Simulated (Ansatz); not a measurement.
**Molecular dynamics, with input and output: CH4O2Se (part 1 of 2)**

System: CH4O2Se, SMILES OC(O)[SeH].
Method: RKS PBE-d3bj/6-31G* (Ansatz 0.2.0).

The geometry comes from this level: PBE0-D4/def2-TZVP. Figures and captions count atoms from 1; the log counts them from 0 in places.

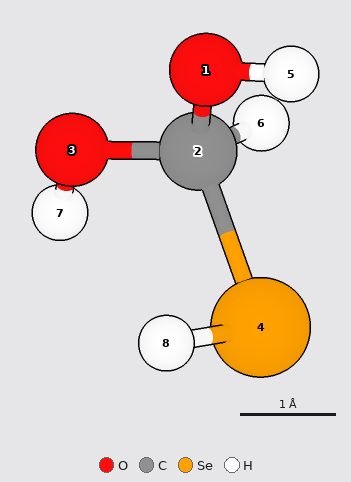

**Figure 1.** The starting structure (ball-and-stick view, seen at a tilt; atoms are numbered from 1 in the order of the input).

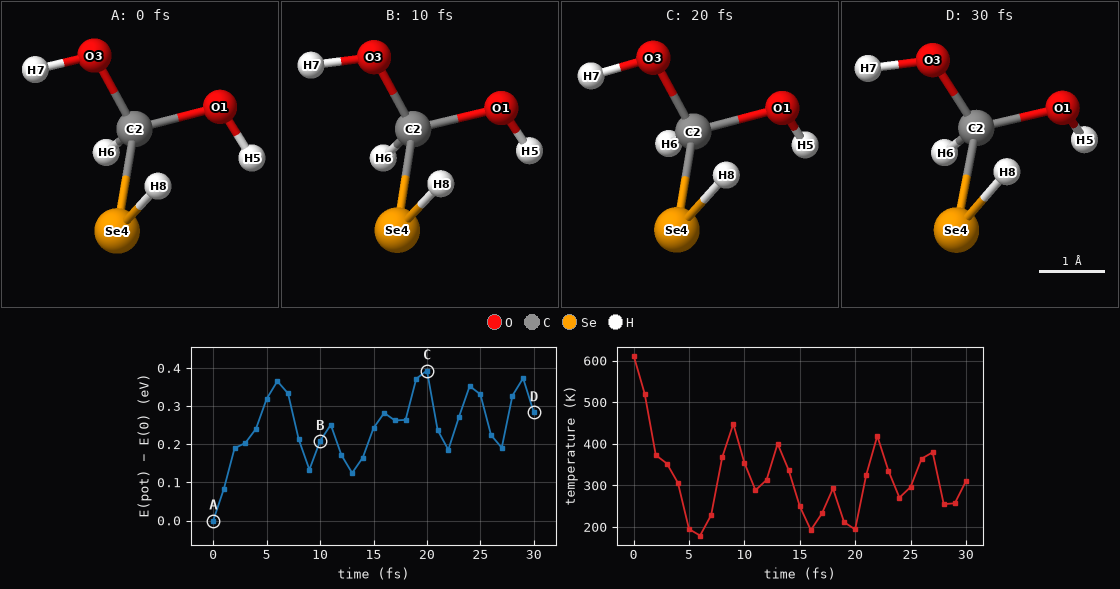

**Figure 2.** Frames of the molecular dynamics (ball-and-stick, seen at a tilt) above the curves, on which the letters mark them. The trajectory kept here has 31 frames over 30 fs. The temperature starts at 612 K, ranges from 180 to 612 K and averages 287 K over the second half. The potential energy ends 0.284 eV above its first value. After an unweighted best fit of the last frame on the first, the root-mean-square displacement is 0.19 Å, and H5 has moved furthest (0.35 Å).

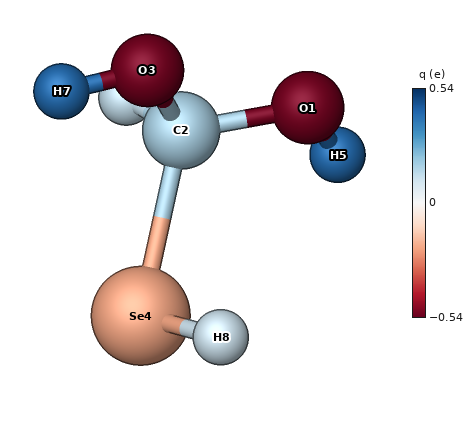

**Figure 3.** Mulliken charges, as the colour of each atom (ball-and-stick view, seen at a tilt; atoms are numbered from 1 in the order of the input). By element: O −0.52, C +0.17, Se −0.21 and H +0.11 to +0.42 e.

The input that produced these results follows, with the program's output.

### Input
```yaml
crystal:
  periodic: [false, false, false]
  atoms:
    - {symbol: O, position_ang: [-0.580272, 0.976299, -0.858613]}
    - {symbol: C, position_ang: [0.163192, 0.372045, 0.125202]}
    - {symbol: O, position_ang: [1.362353, 0.064115, -0.469007]}
    - {symbol: Se, position_ang: [-0.752233, -1.247594, 0.901363]}
    - {symbol: H, position_ang: [-1.464283, 1.132279, -0.514960]}
    - {symbol: H, position_ang: [0.287819, 1.015571, 1.009745]}
    - {symbol: H, position_ang: [1.883346, -0.450410, 0.153668]}
    - {symbol: H, position_ang: [-0.807823, -1.919408, -0.403198]}
basis:
  gaussian: {orbitals: "6-31G*"}
hamiltonian: {xc: {name: PBE}, dispersion: d3bj}
md: {timestep: 1 fs, n_steps: 30, ensemble: nvt_langevin, temperature: 700, initial_velocities: maxwell_boltzmann, friction: 0.01, seed: 367}
```

Launched with:
```bash
ansatz run in.yaml --threads 2 --pin off --events-out ev --progress --plain --max-ram 4352MiB
```

### Log
```
Functional definition: PBE
  name "PBE"
  cite "Perdew, Burke & Ernzerhof, Phys. Rev. Lett. 77, 3865 (1996) doi:10.1103/PhysRevLett.77.3865"
  parent pbe
  parameter kappa = 0.804
  parameter beta = 0.06672455060314922
  exchange = pbe_x(kappa = kappa, mu = beta*pi^2/3)
  correlation = pbe_c(beta = beta)
989 factors; their error is unknown
mean field evaluation 1: about -70515.4680 eV, gradient 5.9e1 eV
mean field evaluation 2: about -70493.2064 eV, gradient 1.2e2 eV
mean field evaluation 4: about -70521.6212 eV, gradient 6.2e0 eV
mean field evaluation 8: about -70521.6945 eV, gradient 2.3e-1 eV
mean field evaluation 16: about -70521.6277 eV, gradient 8.6e-4 eV
mean field -70521.62769207 eV, -2591.6220164073 hartree, gradient 7.0e-5 eV, S^2 0.000000; 0 other end points of the search recorded, 0 dependent functions left out
the calculation of the forces begins
reference -70521.62771692 eV, -2591.6220173208 hartree; 30, 30 occupied and 58, 58 virtual orbitals, 989 factors
md step     0: t =     0.00 fs  T =   612.5 K  F+E_penalty+E_count = -70521.77761891 eV  E_kin = 0.633374 eV  (26 SCF iters)
these checks for a lower state are left out or cut short: starts, cluster_reference, orbital_swaps, neighbouring_geometries, increment
989 factors; their error is unknown
mean field -70521.54441132 eV, -2591.6189558965 hartree, gradient 1.1e-5 eV, S^2 0.000000; 0 other end points of the search recorded, 0 dependent functions left out
the calculation of the forces begins
reference -70521.54443633 eV, -2591.6189568154 hartree; 30, 30 occupied and 58, 58 virtual orbitals, 989 factors
md step     1: t =     1.00 fs  T =   520.3 K  F+E_penalty+E_count = -70521.69416124 eV  E_kin = 0.537983 eV  (29 SCF iters, 3 dispersion substeps)
[... from here on the SCF iterations and repeated set-up lines of each step are left out, up to the last step ...]
md step     2: t =     2.00 fs  T =   373.1 K  F+E_penalty+E_count = -70521.58761928 eV  E_kin = 0.385769 eV  (29 SCF iters, 3 dispersion substeps)
md step     3: t =     3.00 fs  T =   352.7 K  F+E_penalty+E_count = -70521.57436077 eV  E_kin = 0.364745 eV  (29 SCF iters, 3 dispersion substeps)
md step     4: t =     4.00 fs  T =   306.1 K  F+E_penalty+E_count = -70521.53692306 eV  E_kin = 0.316566 eV  (29 SCF iters, 3 dispersion substeps)
md step     5: t =     5.00 fs  T =   195.2 K  F+E_penalty+E_count = -70521.45831003 eV  E_kin = 0.201806 eV  (29 SCF iters, 3 dispersion substeps)
md step     6: t =     6.00 fs  T =   179.5 K  F+E_penalty+E_count = -70521.41203348 eV  E_kin = 0.185653 eV  (28 SCF iters, 3 dispersion substeps)
md step     7: t =     7.00 fs  T =   229.0 K  F+E_penalty+E_count = -70521.44409150 eV  E_kin = 0.236766 eV  (30 SCF iters, 3 dispersion substeps)
md step     8: t =     8.00 fs  T =   368.0 K  F+E_penalty+E_count = -70521.56450797 eV  E_kin = 0.380545 eV  (29 SCF iters, 3 dispersion substeps)
md step     9: t =     9.00 fs  T =   447.9 K  F+E_penalty+E_count = -70521.64408056 eV  E_kin = 0.463204 eV  (29 SCF iters, 3 dispersion substeps)
md step    10: t =    10.00 fs  T =   354.6 K  F+E_penalty+E_count = -70521.56905458 eV  E_kin = 0.366673 eV  (28 SCF iters, 3 dispersion substeps)
md step    11: t =    11.00 fs  T =   288.6 K  F+E_penalty+E_count = -70521.52626782 eV  E_kin = 0.298413 eV  (30 SCF iters, 3 dispersion substeps)
md step    12: t =    12.00 fs  T =   313.2 K  F+E_penalty+E_count = -70521.60601371 eV  E_kin = 0.323913 eV  (30 SCF iters, 3 dispersion substeps)
md step    13: t =    13.00 fs  T =   400.3 K  F+E_penalty+E_count = -70521.65283944 eV  E_kin = 0.413989 eV  (29 SCF iters, 3 dispersion substeps)
md step    14: t =    14.00 fs  T =   336.8 K  F+E_penalty+E_count = -70521.61226507 eV  E_kin = 0.348262 eV  (30 SCF iters, 3 dispersion substeps)
md step    15: t =    15.00 fs  T =   250.2 K  F+E_penalty+E_count = -70521.53494770 eV  E_kin = 0.258704 eV  (30 SCF iters, 3 dispersion substeps)
md step    16: t =    16.00 fs  T =   192.7 K  F+E_penalty+E_count = -70521.49520729 eV  E_kin = 0.199267 eV  (30 SCF iters, 3 dispersion substeps)
md step    17: t =    17.00 fs  T =   232.8 K  F+E_penalty+E_count = -70521.51502538 eV  E_kin = 0.240685 eV  (47 SCF iters, 3 dispersion substeps)
md step    18: t =    18.00 fs  T =   292.9 K  F+E_penalty+E_count = -70521.51361425 eV  E_kin = 0.302855 eV  (30 SCF iters, 3 dispersion substeps)
md step    19: t =    19.00 fs  T =   211.9 K  F+E_penalty+E_count = -70521.40569232 eV  E_kin = 0.219089 eV  (30 SCF iters, 3 dispersion substeps)
md step    20: t =    20.00 fs  T =   194.3 K  F+E_penalty+E_count = -70521.38403794 eV  E_kin = 0.200956 eV  (30 SCF iters, 3 dispersion substeps)
md step    21: t =    21.00 fs  T =   325.2 K  F+E_penalty+E_count = -70521.54028027 eV  E_kin = 0.336303 eV  (29 SCF iters, 3 dispersion substeps)
md step    22: t =    22.00 fs  T =   419.2 K  F+E_penalty+E_count = -70521.59201977 eV  E_kin = 0.433436 eV  (29 SCF iters, 3 dispersion substeps)
md step    23: t =    23.00 fs  T =   335.8 K  F+E_penalty+E_count = -70521.50544528 eV  E_kin = 0.347270 eV  (30 SCF iters, 3 dispersion substeps)
md step    24: t =    24.00 fs  T =   270.7 K  F+E_penalty+E_count = -70521.42478506 eV  E_kin = 0.279919 eV  (30 SCF iters, 3 dispersion substeps)
md step    25: t =    25.00 fs  T =   296.2 K  F+E_penalty+E_count = -70521.44658159 eV  E_kin = 0.306250 eV  (30 SCF iters, 3 dispersion substeps)
md step    26: t =    26.00 fs  T =   364.4 K  F+E_penalty+E_count = -70521.55345504 eV  E_kin = 0.376839 eV  (29 SCF iters, 3 dispersion substeps)
md step    27: t =    27.00 fs  T =   379.8 K  F+E_penalty+E_count = -70521.58668084 eV  E_kin = 0.392750 eV  (29 SCF iters, 3 dispersion substeps)
md step    28: t =    28.00 fs  T =   255.1 K  F+E_penalty+E_count = -70521.44997226 eV  E_kin = 0.263827 eV  (29 SCF iters, 3 dispersion substeps)
md step    29: t =    29.00 fs  T =   257.2 K  F+E_penalty+E_count = -70521.40420792 eV  E_kin = 0.265931 eV  (29 SCF iters, 3 dispersion substeps)
these checks for a lower state are left out or cut short: starts, cluster_reference, orbital_swaps, neighbouring_geometries, increment
989 factors; their error is unknown
mean field -70521.34486276 eV, -2591.6116226221 hartree, gradient 1.4e-5 eV, S^2 0.000000; 0 other end points of the search recorded, 0 dependent functions left out
the calculation of the forces begins
reference -70521.34488843 eV, -2591.6116235655 hartree; 30, 30 occupied and 58, 58 virtual orbitals, 989 factors
989 factors; their error is unknown
mean field evaluation 256: about -70515.3004 eV, gradient 5.9e1 eV
mean field -70521.34486276 eV, -2591.6116226221 hartree, gradient 1.4e-5 eV, S^2 0.000000; 1 other end points of the search recorded, 0 dependent functions left out
the calculation of the forces begins
reference -70521.34488843 eV, -2591.6116235655 hartree; 30, 30 occupied and 58, 58 virtual orbitals, 989 factors
md step    30: t =    30.00 fs  T =   310.2 K  F+E_penalty+E_count = -70521.49394187 eV  E_kin = 0.320769 eV  (28 SCF iters, 3 dispersion substeps)
Total energy: -70521.49396754 eV, -2591.6171021216 hartree
Atom 0 at    -0.572681     1.075793    -0.784400 Å, force     0.987825    -0.626375    -0.847435 eV/Å
Atom 1 at     0.174821     0.433221     0.174591 Å, force    -0.090638     0.661505     2.746210 eV/Å
Atom 2 at     1.358365     0.041886    -0.345774 Å, force     2.174027    -0.169635    -0.765702 eV/Å
Atom 3 at    -0.745735    -1.235421     0.876083 Å, force    -0.561104    -0.660841    -0.983513 eV/Å
Atom 4 at    -1.121485     1.714880    -0.336626 Å, force    -0.740683     0.662263     0.528011 eV/Å
Atom 5 at     0.315740     1.031869     1.146464 Å, force    -0.261197    -0.146293    -0.972043 eV/Å
Atom 6 at     1.996759    -0.310819     0.351310 Å, force    -1.334739     0.445630    -0.726636 eV/Å
Atom 7 at    -0.738131    -1.599612    -0.622760 Å, force    -0.173491    -0.166254     1.021107 eV/Å
Dipole moment:     0.177401     0.396137     0.281049 e Å
```

### Trajectory as extended XYZ (Å, eV, eV/Å), 31 frames, from step=0 to step=30
```
8
Properties=species:S:1:pos:R:3:forces:R:3 step=0 time_fs=0.0 energy=-70521.77762 temperature=612.5
O    -0.5803    0.9763   -0.8586    0.4438   0.1144  -0.8415
C     0.1632    0.3720    0.1252    0.0683   0.1917   0.1118
O     1.3624    0.0641   -0.4690    0.0960   0.2870  -0.9089
Se   -0.7522   -1.2476    0.9014   -0.3082  -0.3487   0.7225
H    -1.4643    1.1323   -0.5150   -0.7048   0.1271   0.3594
H     0.2878    1.0156    1.0097    0.0135   0.2011   0.4017
H     1.8833   -0.4504    0.1537    0.3907  -0.3957   0.5767
H    -0.8078   -1.9194   -0.4032    0.0007  -0.1768  -0.4217
8
Properties=species:S:1:pos:R:3:forces:R:3 step=1 time_fs=1.0 energy=-70521.69416 temperature=520.3
O    -0.5825    0.9729   -0.8532    2.7659  -0.2883  -1.6653
C     0.1696    0.3773    0.1280   -0.3104  -0.0856   0.4467
O     1.3590    0.0630   -0.4604    0.8890  -0.0684  -0.6344
Se   -0.7532   -1.2472    0.8987   -0.3597  -0.7760  -0.0047
H    -1.4265    1.1613   -0.5328   -2.7930   0.5734   1.2501
H     0.2709    0.9875    1.0397    0.1094   0.3783   0.2339
H     1.9199   -0.4596    0.1500   -0.3085   0.1303   0.0925
H    -0.8000   -1.9181   -0.4487    0.0072   0.1363   0.2811
8
Properties=species:S:1:pos:R:3:forces:R:3 step=2 time_fs=2.0 energy=-70521.58762 temperature=373.1
O    -0.5836    0.9701   -0.8491    3.5288  -0.4659  -1.9431
C     0.1755    0.3830    0.1300   -0.6573  -0.2547   0.9250
O     1.3558    0.0609   -0.4531    1.6297  -0.3617  -0.4441
Se   -0.7539   -1.2469    0.8961   -0.4055  -1.1106  -0.5806
H    -1.4134    1.1926   -0.5409   -3.3393   0.7958   1.5525
H     0.2563    0.9653    1.0703    0.1859   0.4400  -0.0630
H     1.9541   -0.4675    0.1471   -0.9543   0.5809  -0.2918
H    -0.7995   -1.9181   -0.4911    0.0119   0.3761   0.8451
8
Properties=species:S:1:pos:R:3:forces:R:3 step=3 time_fs=3.0 energy=-70521.57436 temperature=352.7
O    -0.5825    0.9670   -0.8465    1.8812   0.0545  -1.4174
C     0.1812    0.3890    0.1324   -0.9407  -0.3996   1.3923
O     1.3539    0.0573   -0.4469    2.0879  -0.4401  -0.4489
Se   -0.7543   -1.2465    0.8936   -0.4435  -1.3146  -0.9041
H    -1.4326    1.2284   -0.5367   -1.5123   0.3269   0.9888
H     0.2437    0.9486    1.0972    0.2660   0.4685  -0.3513
H     1.9831   -0.4682    0.1419   -1.3529   0.8024  -0.4306
H    -0.8010   -1.9142   -0.5218    0.0142   0.5020   1.1712
8
Properties=species:S:1:pos:R:3:forces:R:3 step=4 time_fs=4.0 energy=-70521.53692 temperature=306.1
O    -0.5796    0.9638   -0.8451   -0.2483   0.8489  -0.7151
C     0.1856    0.3955    0.1369   -1.0740  -0.5651   1.6899
O     1.3539    0.0533   -0.4412    2.0514  -0.2257  -0.6458
Se   -0.7548   -1.2463    0.8910   -0.4669  -1.4212  -1.0561
H    -1.4658    1.2663   -0.5231    0.7377  -0.4077   0.2508
H     0.2344    0.9365    1.1213    0.3340   0.4934  -0.5930
H     1.9985   -0.4611    0.1334   -1.3481   0.7173  -0.2661
H    -0.8010   -1.9083   -0.5415    0.0143   0.5601   1.3354
8
Properties=species:S:1:pos:R:3:forces:R:3 step=5 time_fs=5.0 energy=-70521.45831 temperature=195.2
O    -0.5766    0.9614   -0.8441   -1.5399   1.4316  -0.2375
C     0.1887    0.4018    0.1424   -1.0543  -0.7583   1.7372
O     1.3560    0.0494   -0.4371    1.5058   0.2526  -1.0280
Se   -0.7555   -1.2462    0.8888   -0.4749  -1.4450  -1.0770
H    -1.4902    1.3018   -0.5064    2.0929  -0.9379  -0.2258
H     0.2307    0.9276    1.1384    0.3758   0.5450  -0.7194
H     1.9996   -0.4473    0.1232   -0.9192   0.3435   0.1797
H    -0.8009   -1.9009   -0.5499    0.0138   0.5685   1.3707
8
Properties=species:S:1:pos:R:3:forces:R:3 step=6 time_fs=6.0 energy=-70521.41203 temperature=179.5
O    -0.5748    0.9604   -0.8437   -2.0355   1.7257   0.0718
C     0.1906    0.4074    0.1483   -0.9581  -0.9513   1.5390
O     1.3584    0.0456   -0.4339    0.6310   0.8888  -1.5763
Se   -0.7556   -1.2459    0.8867   -0.4795  -1.3671  -0.9095
H    -1.4965    1.3302   -0.4909    2.6191  -1.2028  -0.4686
H     0.2330    0.9220    1.1470    0.3857   0.6323  -0.7062
H     1.9919   -0.4286    0.1159   -0.1761  -0.2231   0.8287
H    -0.8026   -1.8863   -0.5442    0.0134   0.4976   1.2212
8
Properties=species:S:1:pos:R:3:forces:R:3 step=7 time_fs=7.0 energy=-70521.44409 temperature=229.0
O    -0.5749    0.9614   -0.8442   -1.8499   1.7111   0.2722
C     0.1912    0.4127    0.1556   -0.8330  -1.0820   1.1636
O     1.3604    0.0417   -0.4314   -0.1982   1.4143  -2.0047
Se   -0.7550   -1.2456    0.8842   -0.4742  -1.1764  -0.5345
H    -1.4806    1.3500   -0.4819    2.4692  -1.2023  -0.4997
H     0.2400    0.9240    1.1519    0.3623   0.6838  -0.6617
H     1.9820   -0.4106    0.1191    0.5119  -0.7000   1.3919
H    -0.8034   -1.8682   -0.5256    0.0117   0.3514   0.8729
8
Properties=species:S:1:pos:R:3:forces:R:3 step=8 time_fs=8.0 energy=-70521.56451 temperature=368.0
O    -0.5771    0.9646   -0.8455   -0.8303   1.2599   0.2672
C     0.1904    0.4173    0.1643   -0.6911  -1.1316   0.6594
O     1.3628    0.0382   -0.4299   -0.4598   1.4797  -1.8637
Se   -0.7542   -1.2455    0.8818   -0.4497  -0.8646   0.0536
H    -1.4397    1.3593   -0.4803    1.4919  -0.8138  -0.2297
H     0.2478    0.9358    1.1536    0.3246   0.6723  -0.6211
H     1.9783   -0.3991    0.1373    0.6095  -0.7246   1.4213
H    -0.8022   -1.8475   -0.4980    0.0050   0.1227   0.3130
```
